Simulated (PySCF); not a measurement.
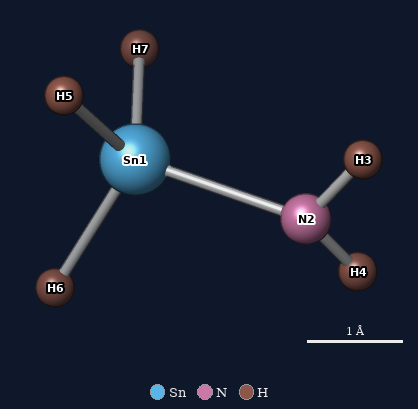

The input geometry (ball-and-stick view, seen at a tilt; atoms are numbered from 1 in the order of the input). Sticks mark near contacts. Bond lengths as drawn: H–N 1.00 Å, H–Sn 1.69 to 1.70 Å and N–Sn 1.99 Å.

**Frequency calculation, with input and output: SnNH$_{5}$**

SnNH$_{5}$ (Sn(NH2)H3), SMILES [H][Sn]([H])([H])[NH2], computed with HF/LANL08, RHF, core potentials lanl08 (PySCF 2.14.0).

The geometry was optimised with HF/LANL08 symmetrised.

Output:
```
converged SCF energy = -60.6014433419234
total energy: -60.60144334 hartree
frequencies (1/cm) [ 119.   427.9  540.6  583.3  643.4  802.2  836.8  855.9  892.8 1711.2
 1994.2 2030.5 2072.7 3769.6 3860. ]
temperature 1200.0000 [K]
pressure 101325.00 [Pa]
Rotational constants [GHz] 55.10790 7.72260 7.56961
Symmetry number 1
Zero-point energy (ZPE) 0.04816 [Eh]   126446.127 [J/mol]
                           tot       elec      trans        rot        vib
Entropy [J/mol/K]       428.631      0.000    199.119    109.948    119.563
Cv [J/mol/K]            120.984      0.000     12.472     12.472     96.040
Cp [J/mol/K]            129.298      0.000     20.786     12.472     96.040
Internal energy [J/mol]                     14966.028  14966.028 197950.648
Internal energy [Eh]   -60.51465  -60.60144
Enthalpy [J/mol]                            24943.380  14966.028 197950.648
Enthalpy [Eh]          -60.51085
Gibbs free energy [J/mol]                  -213999.806 -116972.029  54474.551
Gibbs free energy [Eh] -60.70676
```

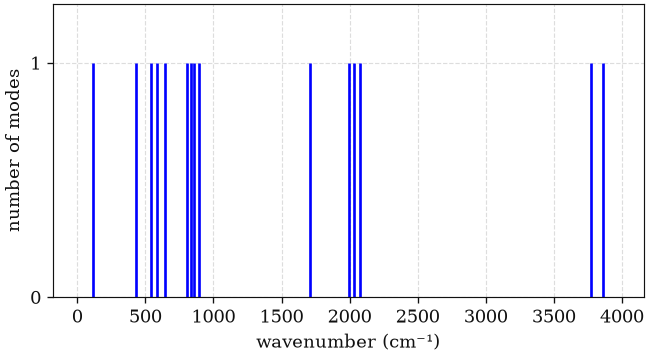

Harmonic vibrational wavenumbers from the force constants; neighbouring modes closer than 17 cm⁻¹ are counted in one stick. 15 modes from 119 to 3860 cm⁻¹, none imaginary.

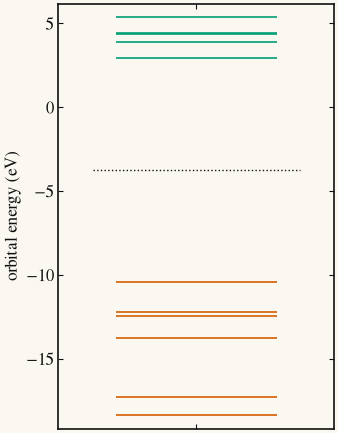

Orbital energies near the frontier; the dotted line parts filled from empty levels, and levels within 0.02 eV of each other stand side by side. Highest filled −10.42 eV, lowest empty 2.94 eV, 13.36 eV apart.

This output came from the following input.

Input (job.py):
```python
import numpy
from pyscf import gto, scf, symm
from pyscf.hessian import thermo

mol = gto.M(
    atom=[
    ('Sn', (-0.010197, -0.014866, -0.225065)),
    ('N', (0.096392, 0.147066, 1.750809)),
    ('H', (0.689316, -0.472485, 2.259793)),
    ('H', (-0.738440, 0.304688, 2.273089)),
    ('H', (1.571533, -0.013815, -0.814071)),
    ('H', (-0.876251, 1.318592, -0.791276)),
    ('H', (-0.784709, -1.429760, -0.750453)),
],
    max_memory=1860,
    ecp={'Sn': 'lanl08'},
    charge=0,
    basis={'default': 'lanl08', 'N': '6-311g**', 'H': '6-311g**'},
    verbose=3,
)

mf = scf.RHF(mol)
mf = mf.density_fit(auxbasis='def2-universal-jkfit')
mf.kernel()

energy = mf.e_tot
print(f'total energy: {energy:.8f} hartree')
hess = mf.Hessian().kernel()
modes = thermo.harmonic_analysis(mol, hess)
print('frequencies (1/cm)', numpy.round(modes['freq_wavenumber'], 1))
symm.geom.TOLERANCE = 1e-3  # for the symmetry number
th = thermo.thermo(mf, modes['freq_au'], 1200, 101325)
thermo.dump_thermo(mol, th)
```

Run as:
```bash
OMP_NUM_THREADS=1 python job.py
```

Key numbers:

| quantity | value |
| --- | --- |
| outcome | converged |
| total energy | −60.601443 hartree |
| basis functions | 60 |
| HOMO | −10.42 eV |
| LUMO | 2.94 eV |
| zero-point energy | 0.048161 hartree |
| dipole moment | 0.95 D |
| wavenumbers, lowest and highest | 119 and 3860 cm⁻¹ |
| hardware | 1 thread of Arm Neoverse V1, 24 GiB of memory available, shared host |
| wall time | 16 s |
| peak memory | 0.34 GiB |
